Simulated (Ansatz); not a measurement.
# BH₅Si: what the fields show

Input file:

```
crystal:
  periodic: [false, false, false]
  atoms:
    - {symbol: B, position_ang: [0.886985, -1.382227, 0.307851]}
    - {symbol: Si, position_ang: [-0.795709, -0.550572, -0.421538]}
    - {symbol: H, position_ang: [-0.936220, 0.904206, -0.100400]}
    - {symbol: H, position_ang: [1.406723, -0.962764, 1.315260]}
    - {symbol: H, position_ang: [1.380555, -2.355246, -0.212328]}
    - {symbol: H, position_ang: [-0.966582, -0.733071, -1.896914]}
    - {symbol: H, position_ang: [-1.925033, -1.274876, 0.257699]}
basis:
  gaussian:
    orbitals: def2-TZVPD
hamiltonian:
  xc: {name: PBE0}
output: {forces: true, orbitals: {seedname: orbitals}}
```

Command:

```sh
ansatz run input.yaml --threads 1 --pin off --max-ram 2610MiB --events-out events.jsonl --progress --plain --runs-dir runs
```

Geometry: PBE0-D3(BJ)/def2-SVP.

Theory: isolated molecule in a Gaussian basis; Kohn-Sham density functional theory, functional PBE0 in Ansatz 0.2.0.

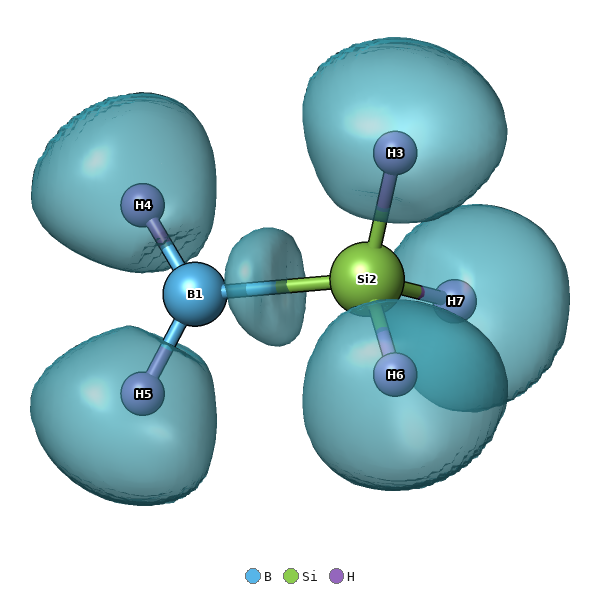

Figure 1. Isosurface of the ELF at 0.9 (cyan), seen at a tilt. Only the valence region is drawn (cores and ρ < 0.01 e/Å³ removed).

> Identify the bonds, lone pairs and shells in this picture.

The ELF exceeds this value in one region between bonded B–Si atoms (shared pairs) and five regions around hydrogen nuclei. Along the contacts the grid gives the following. Si–B (2.01 Å): the ELF peaks at about 1 between the atoms (a shared electron pair). B–H (1.21 Å): the ELF climbs to about 1 towards the hydrogen, as it does in any bond to H: an ordinary covalent bond to hydrogen.

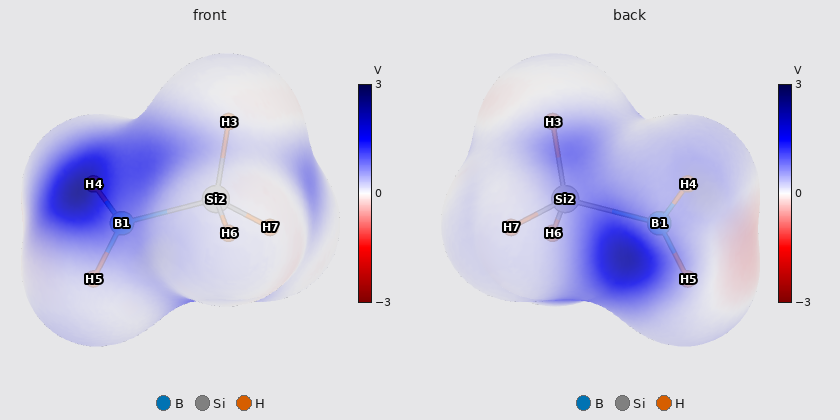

Figure 2. The molecular electrostatic potential painted on the density surface at 0.002 e/bohr³, seen from the front and from behind; red is negative and blue positive.

> Which sites attract a positive test charge, and which a negative one?

A positive charge is drawn to the negative regions and a negative charge to the positive ones. The most negative region (about −0.2 V) lies over H4, the most positive (about +2.1 V, or +48 kcal/mol for a unit charge) over B1.

> What dipole moment does the calculation give?

Its dipole moment is 0.36 D.

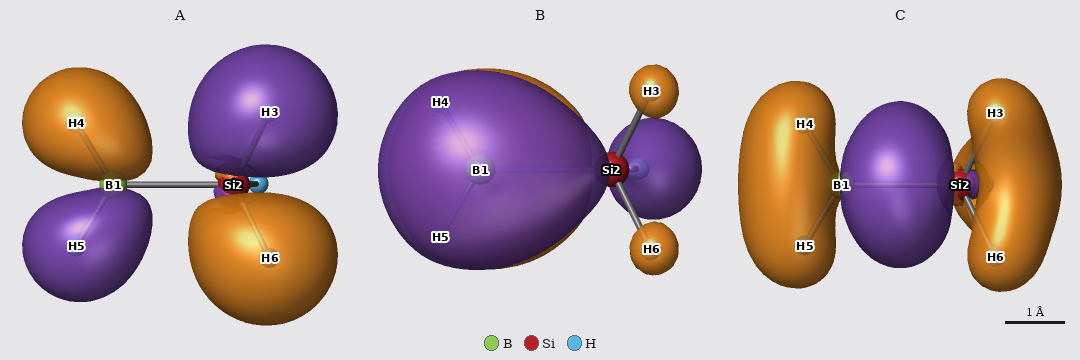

Figure 3. Three frontier orbitals at ±0.08 Å⁻³ᐟ² (orange and purple are the two phases), in no order.

> Order the three orbitals by energy and name them.

A is the HOMO−1 (−9.34 eV). It lies mainly on Si2 (about 30 %), H3 (about 20 %), H6 (about 20 %), B1 (about 15 %), H4 (about 10 %) and H5 (about 10 %). C is the HOMO (−8.47 eV). By Hirshfeld shares it lies mainly on B1 (about 40 %), Si2 (about 35 %), H4 (about 5 %) and H5 (about 5 %). B is the LUMO (−2.49 eV). Its weight (Hirshfeld) is mainly on B1 (about 65 %), Si2 (about 15 %), H4 (about 5 %) and H5 (about 5 %).

> What is the HOMO–LUMO gap?

5.98 eV between the orbital energies.

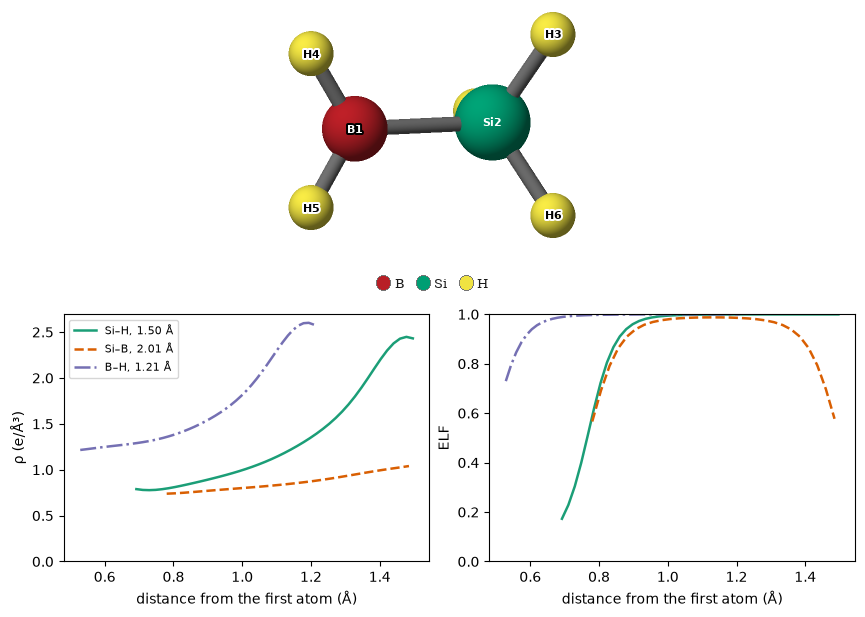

Figure 4. Total electron density and ELF along straight lines between neighbouring atoms. The curves leave out the atomic cores. The structure is drawn too.

> Compare the contacts.

Si–H (1.50 Å): the density is about 0.78 e/Å³ at the midpoint; the ELF climbs to about 1 towards the hydrogen.
Si–B (2.01 Å): ρ is about 0.8 e/Å³ halfway; the ELF peaks at about 1 between the atoms, as expected for a covalent bond.
B–H (1.21 Å): the density is about 1.3 e/Å³ at the midpoint; the ELF climbs to about 1 towards the hydrogen; an ordinary covalent bond to hydrogen.
